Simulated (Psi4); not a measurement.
# SiF3 (trifluorosilyl) at U-wB97X-D/pcseg-3 (density fitting, sweep point 4)

Aim: the energy change on altering one bond length of SiF3 (trifluorosilyl) at U-wB97X-D/pcseg-3 (density fitting, sweep point 4), from 2 runs. Input form: a Python script.

The results are computed with Psi4 1.11.

### 1 The system as given

SiF3 has 4 atoms, charge 0, and is taken as a doublet. SMILES: `F[Si](F)F`. Geometry: relaxed at GFN2-xTB.

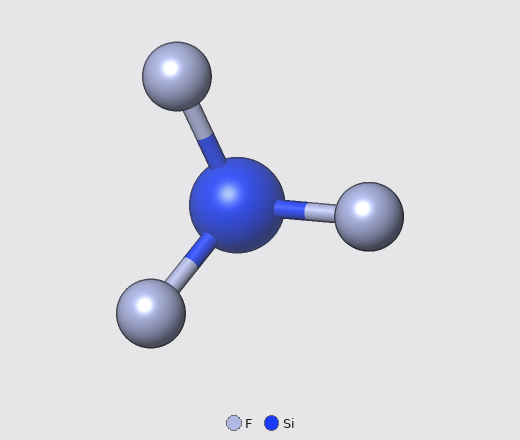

Viewed from a chosen angle; fluorine light blue, silicon blue.

### 2 A single-point energy at U-wB97X-D/pcseg-3 (density fitting, sweep point 4)

run.py reads:

```python
import psi4

psi4.set_memory(1600000000)
psi4.set_num_threads(1)
psi4.set_output_file('f3si.out', False)

molecule = psi4.geometry("""
0 2
F      0.787890    -0.508980     1.119030
Si    -0.325240     0.244050     0.268860
F     -0.962750    -0.889100    -0.646850
F      0.500100     1.154030    -0.741040
symmetry c1
""")

psi4.set_options({
    'basis': 'pcseg-3',
    'reference': 'uks',
    'puream': True,
    'scf_type': 'df',
    'dft_radial_points': 99,
    'dft_spherical_points': 590,
    'maxiter': 150,
})

energy_value, wavefunction = psi4.energy("wb97x-d", molecule=molecule, return_wfn=True)
print('E =', round(energy_value, 9))
```

On the command line:

```sh
python run.py
```

f3si.out:

```text
[...]
  Running in c1 symmetry.
[...]
  Nuclear repulsion =  176.933542927181890
[...]
  Multiplicity = 2
[...]
  Nalpha       = 21
  Nbeta        = 20
[...]
    Number of basis functions: 244
[...]
   @DF-UKS iter   1:  -589.11891013874981   -6.27812e-01   2.74347e-03 DIIS/ADIIS
[...]
   @DF-UKS iter   7:  -589.24930743375091   -3.61987e-07   5.84912e-07 DIIS
[...]
   @S^2 Observed:                7.510172324E-01
[...]
    Orbital Energies [Eh]
    ---------------------
    Alpha Occupied:
       1A    -66.358529     2A    -24.830073     3A    -24.829955
       4A    -24.829874     5A     -5.496236     6A     -3.841173
       7A     -3.839466     8A     -3.839454     9A     -1.344113
      10A     -1.315348    11A     -1.315135    12A     -0.695462
      13A     -0.621197    14A     -0.621030    15A     -0.596781
      16A     -0.569355    17A     -0.569258    18A     -0.540241
      19A     -0.540042    20A     -0.524084    21A     -0.372562
    Alpha Virtual:
      22A      0.064837    23A      0.065055    24A      0.090857
      25A      0.156652    26A      0.164045    27A      0.164336
[...]
  @DF-UKS Final Energy:  -589.24930743375091
   => Energetics <=
    Nuclear Repulsion Energy =            176.9335429271818896
    One-Electron Energy =               -1172.0605224377316063
    Two-Electron Energy =                 443.5036640190202206
    DFT Exchange-Correlation Energy =     -37.6255982164137350
    Empirical Dispersion Energy =          -0.0003937258076022
    VV10 Nonlocal Energy =                  0.0000000000000000
    Total Energy =                       -589.2493074337509142
[...]
 Multipole Moments:
 ------------------------------------------------------------------------------------
     Multipole            Electronic (a.u.)      Nuclear  (a.u.)        Total (a.u.)
 ------------------------------------------------------------------------------------
 L = 1.  Multiply by 2.5417464519 to convert [e a0] to [Debye]
 Dipole X            :         -0.0453054           -0.4104166           -0.4557220
 Dipole Y            :          0.0322611            0.3079639            0.3402250
 Dipole Z            :          0.0364524            0.3392714            0.3757238
 Magnitude           :                                                    0.6816187
[...]
```

On the terminal:

```text
E = -589.249307434
```

Wall time 21 s (1 thread of Intel Xeon 6975P-C (Granite Rapids), shared host); peak memory 1.3 GiB.

### 3 The distorted shape, same level

calc.py reads:

```python
import psi4

psi4.set_memory('1600 MB')
psi4.set_num_threads(1)
psi4.core.set_output_file('psi4.out', False)

m = psi4.geometry("""
0 2
F      1.297900     0.397544     1.851601
Si     0.184770     1.150574     1.001431
F     -0.962750    -0.889100    -0.646850
F      1.010110     2.060554    -0.008469
symmetry c1
""")

psi4.set_options({
    'basis': 'pcseg-3',
    'reference': 'uks',
    'puream': True,
    'scf_type': 'df',
    'dft_radial_points': 99,
    'dft_spherical_points': 590,
    'maxiter': 150,
})

e_tot = psi4.energy("wb97x-d")
print('E =', round(e_tot, 9))
```

On the command line:

```sh
python calc.py
```

psi4.out:

```text
[...]
  Running in c1 symmetry.
[...]
  Nuclear repulsion =  147.985723597815877
[...]
  Multiplicity = 2
[...]
  Nalpha       = 21
  Nbeta        = 20
[...]
    Number of basis functions: 244
[...]
   @DF-UKS iter   1:  -588.79365863099008   -7.60091e-01   3.40665e-03 DIIS/ADIIS
[...]
   @DF-UKS iter  13:  -589.09819046366454   -3.94463e-07   6.59042e-07 DIIS
[...]
   @S^2 Observed:                7.918895162E-01
[...]
    Orbital Energies [Eh]
    ---------------------
    Alpha Occupied:
       1A    -66.374416     2A    -24.852425     3A    -24.852397
       4A    -24.821013     5A     -5.510221     6A     -3.856241
       7A     -3.852672     8A     -3.850887     9A     -1.354333
      10A     -1.334483    11A     -1.254255    12A     -0.698046
      13A     -0.632157    14A     -0.602246    15A     -0.597665
      16A     -0.568686    17A     -0.562792    18A     -0.554144
      19A     -0.496163    20A     -0.495817    21A     -0.414001
    Alpha Virtual:
      22A     -0.027312    23A      0.046943    24A      0.065764
      25A      0.116072    26A      0.147265    27A      0.158689
[...]
  @DF-UKS Final Energy:  -589.09819046366454
   => Energetics <=
    Nuclear Repulsion Energy =            147.9857235978158769
    One-Electron Energy =               -1114.1310536938899531
    Two-Electron Energy =                 414.5206008577970351
    DFT Exchange-Correlation Energy =     -37.4729341852157418
    Empirical Dispersion Energy =          -0.0005270401718753
    VV10 Nonlocal Energy =                  0.0000000000000000
    Total Energy =                       -589.0981904636646505
[...]
 Multipole Moments:
 ------------------------------------------------------------------------------------
     Multipole            Electronic (a.u.)      Nuclear  (a.u.)        Total (a.u.)
 ------------------------------------------------------------------------------------
 L = 1.  Multiply by 2.5417464519 to convert [e a0] to [Debye]
 Dipole X            :          0.2977275           -0.2495227            0.0482048
 Dipole Y            :          0.2480899            0.5939470            0.8420369
 Dipole Z            :          0.1761576            0.5703771            0.7465347
 Magnitude           :                                                    1.1263498
[...]
```

Standard output:

```text
E = -589.098190464
```

Run time: 29 s. Hardware: 1 thread of Intel Xeon 6975P-C (Granite Rapids), shared host; peak memory 1.2 GiB.

### 4 Summary of results

At U-wB97X-D/pcseg-3 (density fitting, sweep point 4):

| quantity | value |
| --- | --- |
| first shape: total energy | -589.24931 Eh |
| first shape: dipole moment | 1.73 D |
| first shape: HOMO energy (highest over α and β) | -10.14 eV |
| first shape: LUMO energy (lowest over α and β) | -2.65 eV |
| first shape: dispersion energy | -1.03 kJ/mol |
| first shape: ⟨S²⟩ | 0.751 |
| distorted shape: total energy | -589.09819 Eh |
| distorted shape: dipole moment | 2.86 D |
| distorted shape: HOMO energy (highest over α and β) | -10.85 eV |
| distorted shape: LUMO energy (lowest over α and β) | -4.53 eV |
| distorted shape: dispersion energy | -1.38 kJ/mol |
| distorted shape: ⟨S²⟩ | 0.792 |
| energy change with the Si2–F3 bond stretched from 1.590 to 2.862 Å | 4.112 eV |

In words: With the Si2–F3 bond stretched from 1.590 to 2.862 Å the energy rises by 4.11 eV (397 kJ/mol). The first shape isn't relaxed at this level, so the change isn't measured from a minimum.
